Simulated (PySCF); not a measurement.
Si(F)2, SMILES F[Si]F at its PBE0/def2-SVP optimised geometry (Å):

```
3

Si    -0.6736    -0.8012     0.0000
F     -0.9530     0.8012     0.0000
F      0.9530    -0.8012     0.0000
```

Level of theory: PySCF with PBE0/def2-TZVP. Cells within 0.4 Å of a nucleus heavier than hydrogen are left out (blank, or x).

Map of the electrostatic potential (hartree/e), clipped to [-0.08, 0.12] on the plane z = 0.0 Å:

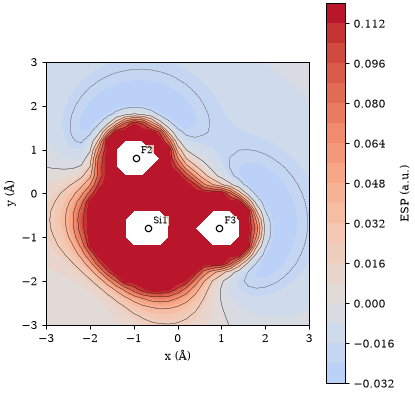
*Electrostatic potential (hartree/e), clipped to [-0.08, 0.12] on the plane z = 0.0 Å.*
